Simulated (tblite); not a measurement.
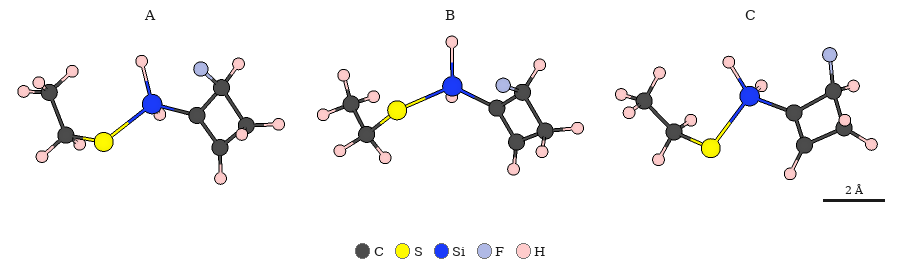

3 geometries from one relaxation of C₆H₁₁FSSi, in shuffled order. Style: ball-and-stick. Shown at a tilt.

The calculation used tblite, GFN2-xTB geometry optimisation, gas phase. 

**Put them in the order of the run, from the start to the converged end.**

B, A, C. They are steps 0, 137, 225, at +14.7 kcal/mol, +1.63 kcal/mol relative to the last. An H atom moves most after the best rigid fit: 1.91 Å. By element the largest moves are H 1.91 Å, F 1.81 Å, S 1.64 Å, C 1.01 Å, Si 0.34 Å. Some distances before and after: C–C 1.485 → 1.547 Å, C–C 1.462 → 1.512 Å, C–H 1.138 → 1.089 Å, C–C 1.297 → 1.339 Å. Among the angles between lasting bonds that change: C–S–Si 110.1° → 101.1°, S–C–H 112.6° → 104.7°, S–Si–C 108.9° → 104.9°. Groups turn about C–Si by about 85°, S–Si by about 45°, C–C by about 20°. The energy falls by 14.7 kcal/mol in 225 geometry steps.
